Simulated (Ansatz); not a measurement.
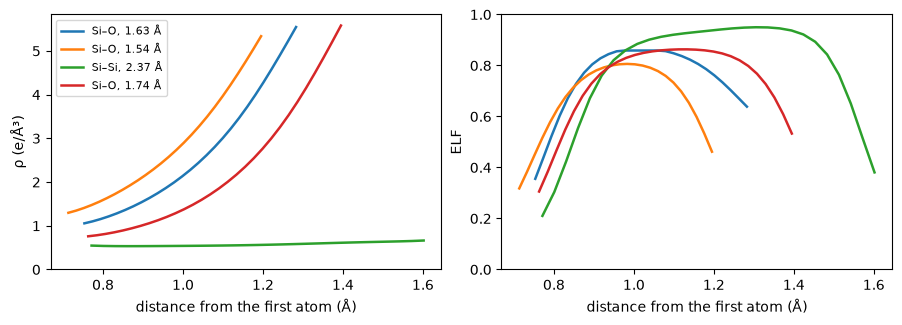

Figure 1: O₄Si₃ (charge −1, doublet). Electron density and electron localisation function along straight lines between neighbouring atoms. The curves leave out the atomic cores.

Geometry: r2SCAN-D4/def2-SVPD.

These are results of UKS PBE0-D4/def2-TZVPD (Ansatz 0.2.0), not measurements.

The calculation's input:

```
crystal:
  periodic: [false, false, false]
  atoms:
    - {symbol: Si, position_ang: [-0.791884, -0.860098, -1.793354]}
    - {symbol: Si, position_ang: [-1.245875, -0.750290, 0.533349]}
    - {symbol: Si, position_ang: [1.149053, 0.764910, -0.086546]}
    - {symbol: O, position_ang: [0.660042, 0.174397, -1.523711]}
    - {symbol: O, position_ang: [0.085730, 0.247763, 1.054453]}
    - {symbol: O, position_ang: [-2.240238, -1.227596, 1.636565]}
    - {symbol: O, position_ang: [2.383172, 1.650905, 0.179245]}
basis:
  gaussian: {orbitals: def2-TZVPD, initial_orbitals: start.molden}
total_charge: -1
magnetization: {spin_polarized: true, initial_magnetization: 1}
hamiltonian: {xc: pbe0, dispersion: d4}
scf: {omitted_lower_state_checks: [starts]}
output: {orbitals: {seedname: orbitals}}
```

Command:

```sh
ansatz run in.yaml --threads 4 --pin off --events-out ev --progress --plain --max-ram 4787MiB
```

Q: What can be read from the curves?

A: Si–O (1.63 Å): the density is about 1.2 e/Å³ at the midpoint; the ELF peaks at about 0.85 between the atoms: a polar covalent bond.
Si–O (1.54 Å): ρ at the midpoint is about 1.5 e/Å³; the ELF peaks at about 0.80 between the atoms (a polar covalent bond).
Si–Si (2.37 Å): the density is about 0.56 e/Å³ at the midpoint; the ELF peaks at about 0.95 between the atoms, as expected for a shared electron pair.
Si–O (1.74 Å): the density is about 0.94 e/Å³ at the midpoint; the ELF peaks at about 0.85 between the atoms; a shared but strongly polarised pair.
